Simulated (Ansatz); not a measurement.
# H4NSi···H2 (doublet): what the fields show

```yaml
atoms:
  - { symbol: Si, position_ang: [0.0798, 0.0012, -0.2164] }
  - { symbol: H, position_ang: [-0.0669, -0.0005, 2.4501] }
  - { symbol: N, position_ang: [1.6642, 0.0004, -0.9312] }
  - { symbol: H, position_ang: [2.2280, -0.8378, -0.8859] }
  - { symbol: H, position_ang: [2.2306, 0.8367, -0.8823] }
  - { symbol: H, position_ang: [-0.6170, 1.2260, -0.7299] }
  - { symbol: H, position_ang: [-0.6154, -1.2250, -0.7286] }
  - { symbol: H, position_ang: [-0.1302, -0.0011, 3.1606] }
```

Not at a stationary point (largest force 1.6 eV/Å).

Level of theory: Ansatz, UKS PBE0-D4/6-31G*.

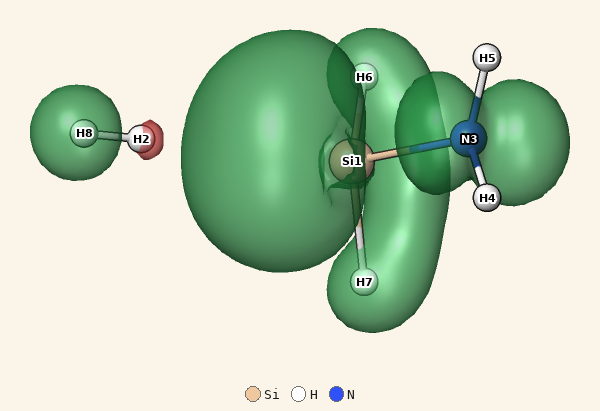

Figure 1. Isosurfaces of the spin density (α minus β) at +0.015 (green) and −0.015 e/Å³ (red), seen from one side.

### Which atoms carry the spin?

The unpaired spin (1 electron) lies mostly on Si1 (about 0.6) and N3 (about 0.2), in electrons by Hirshfeld's partition.

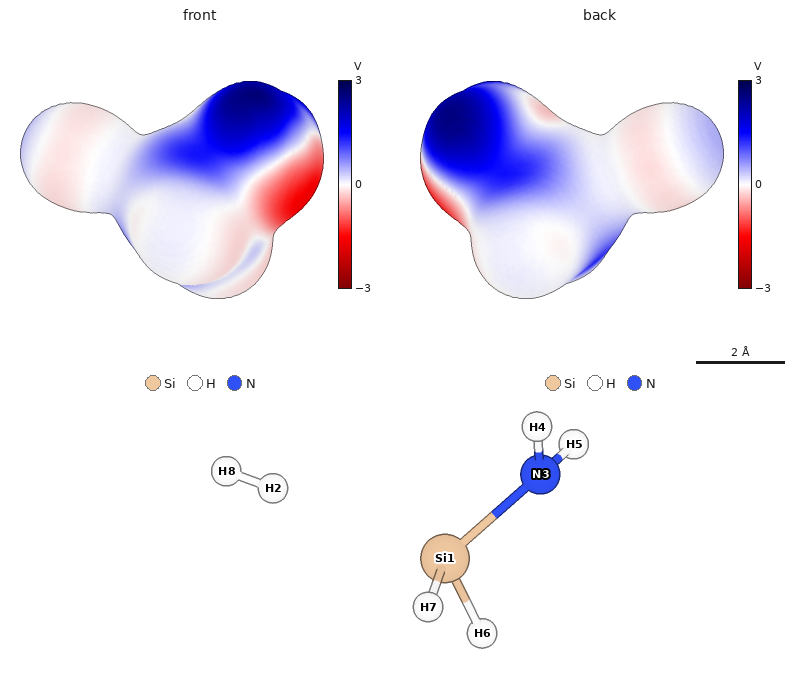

Figure 2. The electrostatic potential painted on the density surface at 0.004 e/bohr³, seen from the front and from behind; the colour scale runs from red (negative) to blue (positive). The bare structure is drawn below in the same view.

### Where is the surface potential most negative and most positive?

The most negative region (about −1.5 V) lies over N3, the most positive (about +2.5 V) over H4 and H5. N3 is the likeliest acceptor of a hydrogen bond.

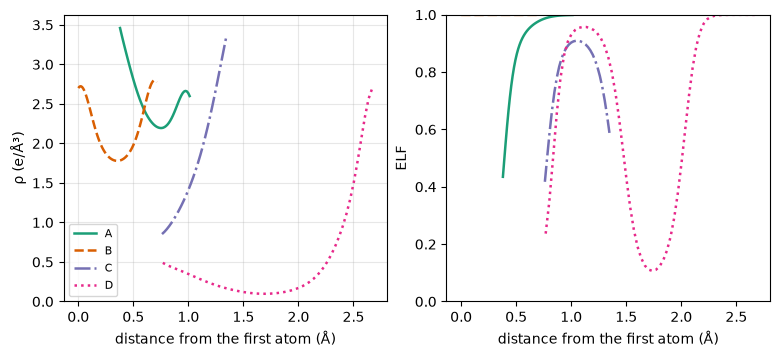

Figure 3. Total electron density and ELF along straight lines between neighbouring atoms. The curves leave out the atomic cores.

### Which curve belongs to which contact (H–H, N–H, Si–H and Si–N)? The first atom named is at distance zero.

Curve A: N–H (1.01 Å): ρ at the midpoint is about 2.8 e/Å³; the ELF climbs to about 1 towards the hydrogen, as it does in any bond to H; an ordinary covalent bond to hydrogen. Curve B: H–H (0.71 Å): ρ is about 1.8 e/Å³ halfway; the ELF peaks at about 1 between the atoms: a covalent bond by its length. Curve C: Si–N (1.74 Å): ρ at the midpoint is about 1 e/Å³; the ELF peaks at about 0.90 between the atoms (a shared but strongly polarised pair). Curve D: Si1···H2 (2.67 Å): the density falls to about 0.1 e/Å³ on the way; the ELF dips to about 0.10 between them.
